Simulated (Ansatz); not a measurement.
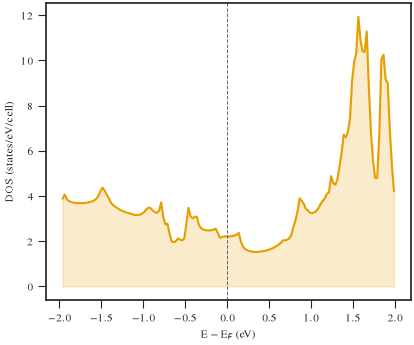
Fig. 1. Density of states of Ti₂PTe₂ (R-3m) near the Fermi level, Ansatz (a first-principles code) with PBEsol+D3BJ, rigid bands.

### Question
With 5 atoms a cell, what bare Sommerfeld coefficient γ = (π²/3) k_B² N(E_F) follows?

### Answer
N(E_F) ≈ 2.2 states/eV a cell at 300 K, so γ ≈ 1.04 mJ/(mol of atoms·K²), before electron-phonon enhancement.

### Question
How far does the Fermi level move in a rigid band for 0.1 electron a cell added or removed?

### Answer
45 meV and -45 meV.

A metal at this level (no band gap); rigid bands, thermally averaged at 300 K, both spins. Spin-orbit coupling is left out. Geometry: cell and atoms relaxed with PBEsol+D3(BJ).

Computed structure, not matched to a measured one here, so possibly hypothetical: Ti2PTe2 (R-3m).
